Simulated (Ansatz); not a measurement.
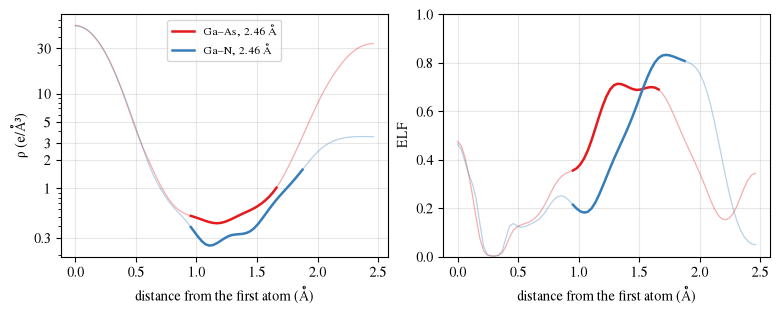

*Ga2AsN. Valence charge density (pseudo) and ELF along straight lines between neighbouring atoms. Thin, pale parts lie inside the atomic spheres.*

Space group P4/mmm; a structure generated by program, which may or may not match a known phase.

The calculation used DFT PBE, scalar-relativistic, plane waves, PAW in Ansatz.

In a PAW calculation such maps are meaningful between the atoms, not at the nuclei.

```cif
data_structure
_symmetry_space_group_name_H-M 'P 1'
_symmetry_Int_Tables_number 1
_cell_length_a 3.5131
_cell_length_b 3.5131
_cell_length_c 4.9208
_cell_angle_alpha 90.000
_cell_angle_beta 90.000
_cell_angle_gamma 90.000
_cell_volume 60.73
loop_
_atom_site_label
_atom_site_type_symbol
_atom_site_fract_x
_atom_site_fract_y
_atom_site_fract_z
_atom_site_occupancy
Ga1 Ga 0.00000 0.00000 0.50000 1
Ga2 Ga 0.50000 0.50000 0.00000 1
As1 As 0.50000 0.50000 0.50000 1
N1 N 0.00000 0.00000 0.00000 1
```

**Compare the contacts.**

Ga–As (2.46 Å): ρ at the midpoint is about 0.44 e/Å³; the ELF peaks at about 0.70 between the atoms.
Ga–N (2.46 Å): ρ at the midpoint is about 0.3 e/Å³, with its minimum of 0.25 e/Å³ about 1.1 Å from Ga; the ELF peaks at about 0.85 in the valence shell of N, 0.7 Å from its nucleus, and drops to about 0.20 between the two atoms: no shared electron pair shows on this line.
